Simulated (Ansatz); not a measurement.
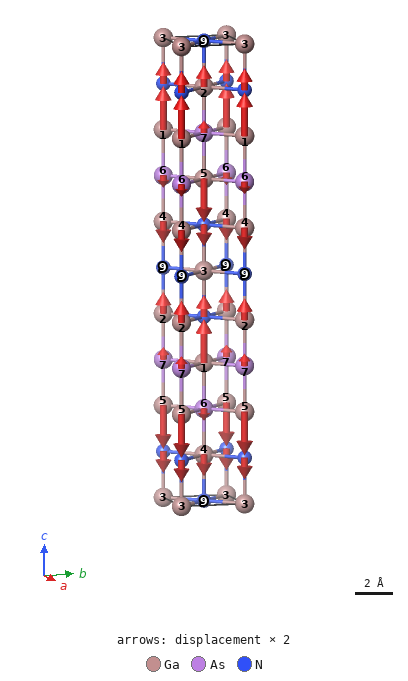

A relaxation of a crystal of Ga5As2N3 (a generated structure, set up in I4/mmm) (coarse preliminary run). The starting structure is drawn; red arrows show the displacements (the part carried along by the change of the cell is left out), 2 times their true length.

A ball-and-stick model of the conventional cell (2 times the calculation's cell), seen slightly off an axis. Lengths and directions refer to the drawn axes.

Level of theory: Ansatz 0.2.0, DFT PBE, scalar-relativistic, plane waves, PAW. Set-up: plane-wave cutoff 420 eV; k-point mesh 6 × 6 × 6; occupations gaussian; smearing width 0.1 eV; no spin polarisation; cell and atoms relaxed; force threshold 0.04 eV/Å; at most 70 steps.

### Atoms of which element are displaced furthest, and by how much?

Gallium: up to 1.22 Å, against 0.61 Å for nitrogen.

### Describe the change and its energy.

The energy falls by 5.451 eV per cell of the calculation in 10 accepted moves (12 points after the start). The largest force component goes from 1.5 to 0.015 eV/Å. Pressure: −12.07 GPa at the start and −0.09 GPa at the end. The line search rejected the trial step at point 7 of the run. At 1 point the geometry stayed and the basis and grid were re-selected for the new cell (energy shift of 17.9 meV per cell of the calculation at most each time). The largest moves relative to the cell, 1.22 Å, are those of Ga atoms. By element the largest moves are Ga 1.22 Å, N 0.61 Å, As 0.34 Å. The volume changes by −14.0 %, with a = b 3.646 → 3.377 Å (−7.4 %), c 25.780 → 25.834 Å (+0.2 %). Near-neighbour distances that change, for instance: As–Ga 2.578 → 4.151 Å, Ga–N 2.578 → 1.971 Å, As–Ga 2.578 → 2.848 Å, Ga–N 2.578 → 2.388 Å. Bonds break, among them: As–Ga (2.58 → 4.15 Å). Among the angles between lasting bonds that change: As–Ga–As 180.0° → 139.6°, Ga–As–Ga 180.0° → 139.6°, Ga–As–Ga 90.0° → 69.8°. The space group stays I4/mmm (No. 139).

Limits of the set-up: layers or molecules are held without a dispersion correction, so their spacing is unreliable.
